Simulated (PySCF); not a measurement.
**Single-point calculation of TaCl₂**

- system: TaCl₂, multiplicity 4
- method: UHF-based HF, Ta def2-SVP with ECP60, Cl def2-SVP; non-relativistic Hamiltonian with a scalar-relativistic core potential; density fitting (PySCF 2.14.0)

The geometry comes from this level: PBE0.

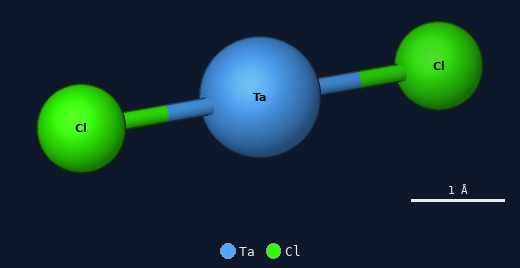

Fig. 1: The structure as given in the input (ball-and-stick view, seen at a tilt). Sticks mark near contacts. Bond lengths as drawn: Cl–Ta 2.31 Å.

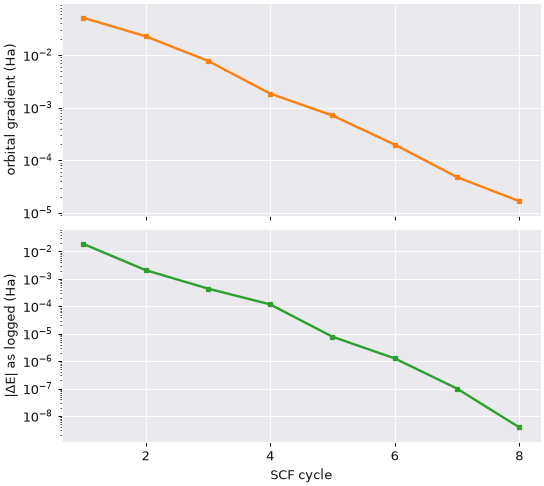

Fig. 2: Convergence of the self-consistent field: orbital gradient and size of the energy change against the SCF cycle. The residual falls at every step.

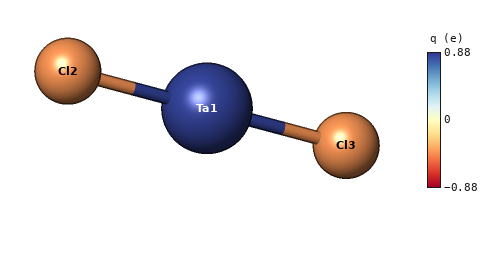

Fig. 3: Mulliken charges, as the colour of each atom (ball-and-stick view, seen at a tilt; atoms are numbered from 1 in the order of the input). By element: Ta +0.84 and Cl −0.42 e.

These pictures come from the run below.

### Input file
```python
from pyscf import gto, scf, dft
mol = gto.M(atom='''
Ta     0.000000     0.000000     0.000000
Cl     2.306431     0.000000     0.000000
Cl    -2.306431     0.000000     0.000000''',
    basis={'Ta': 'def2-SVP', 'Cl': 'def2-SVP'},
    ecp={'Ta': 'def2-SVP'},
    charge=0, spin=3)
mf = scf.UHF(mol)
aux = {'Ta': 'def2-universal-JKFIT', 'Cl': 'def2-universal-JKFIT'}
mf = mf.density_fit(auxbasis=aux)
mf.conv_tol = 1e-09
mf.diis_space = 10
mf.max_cycle = 60
mf.verbose = 4
mf.kernel()
```

The script is an equivalent of the set-up of the self-consistent field. The run itself was carried out by a driver, which started from the orbitals of the step before it where there was one and computed the further properties.

Run as:
```bash
OMP_NUM_THREADS=2 python axn.py task.json out
```

### The program's output
```
init E= -975.188320155421
  alpha nocc = 25  HOMO = -0.328054467825009  LUMO = 0.12963597114522
  beta  nocc = 22  HOMO = -0.467635463813133  LUMO = 0.0258031835914301
  HOMO = -0.328054467825  LUMO = 0.0258031835914  gap/eV = 9.62896
cycle= 1 E= -975.207158184189  delta_E= -0.0188  |g|= 0.0513  |ddm|= 0.301
  alpha nocc = 25  HOMO = -0.360834301571414  LUMO = 0.100080180843378
  beta  nocc = 22  HOMO = -0.469208799733123  LUMO = 0.00912069615343489
  HOMO = -0.360834301571  LUMO = 0.00912069615343  gap/eV = 10.06699
cycle= 2 E= -975.209242815433  delta_E= -0.00208  |g|= 0.0228  |ddm|= 0.12
  alpha nocc = 25  HOMO = -0.352643403781491  LUMO = 0.11297108711912
  beta  nocc = 22  HOMO = -0.470547958387065  LUMO = 0.0145546856580042
  HOMO = -0.352643403781  LUMO = 0.014554685658  gap/eV = 9.99197
cycle= 3 E= -975.209684952186  delta_E= -0.000442  |g|= 0.00777  |ddm|= 0.036
  alpha nocc = 25  HOMO = -0.355665977103976  LUMO = 0.11354605147897
  beta  nocc = 22  HOMO = -0.469014766328393  LUMO = 0.0135474256861721
  HOMO = -0.355665977104  LUMO = 0.0135474256862  gap/eV = 10.04681
cycle= 4 E= -975.209801550854  delta_E= -0.000117  |g|= 0.00185  |ddm|= 0.0308
  alpha nocc = 25  HOMO = -0.356000751738976  LUMO = 0.113749149940978
  beta  nocc = 22  HOMO = -0.469162667694089  LUMO = 0.0135482195819411
  HOMO = -0.356000751739  LUMO = 0.0135482195819  gap/eV = 10.05594
cycle= 5 E= -975.209809307592  delta_E= -7.76e-06  |g|= 0.000708  |ddm|= 0.00751
  alpha nocc = 25  HOMO = -0.356022623517396  LUMO = 0.113954603732177
  beta  nocc = 22  HOMO = -0.468947567360304  LUMO = 0.013638382240854
  HOMO = -0.356022623517  LUMO = 0.0136383822409  gap/eV = 10.05899
cycle= 6 E= -975.209810569816  delta_E= -1.26e-06  |g|= 0.000198  |ddm|= 0.0035
  alpha nocc = 25  HOMO = -0.356101519317114  LUMO = 0.113929664341197
  beta  nocc = 22  HOMO = -0.468943840155262  LUMO = 0.013625834921963
  HOMO = -0.356101519317  LUMO = 0.013625834922  gap/eV = 10.06079
cycle= 7 E= -975.209810669282  delta_E= -9.95e-08  |g|= 4.77e-05  |ddm|= 0.00104
  alpha nocc = 25  HOMO = -0.356107386298414  LUMO = 0.113922494080459
  beta  nocc = 22  HOMO = -0.468930573117441  LUMO = 0.0136249491638662
  HOMO = -0.356107386298  LUMO = 0.0136249491639  gap/eV = 10.06093
cycle= 8 E= -975.209810673136  delta_E= -3.85e-09  |g|= 1.66e-05  |ddm|= 0.000149
  alpha nocc = 25  HOMO = -0.356105950097375  LUMO = 0.11392310829624
  beta  nocc = 22  HOMO = -0.468928570180467  LUMO = 0.0136247188954427
  HOMO = -0.356105950097  LUMO = 0.0136247188954  gap/eV = 10.06088
Extra cycle  E= -975.209810673591  delta_E= -4.55e-10  |g|= 9.69e-06  |ddm|= 2.82e-05
converged SCF energy = -975.209810673591  <S^2> = 3.7652657  2S+1 = 4.0076256
```

### Results in brief

- outcome: converged
- total energy: −975.209811 hartree
- ⟨S²⟩: 3.765
- dipole moment: 0.00 D
- hardware: 2 threads of Intel Xeon (Granite Rapids), 16 GiB of memory available, shared host
- wall time: 0.6 s (CPU time 1.3 s)
- peak memory: 0.56 GiB
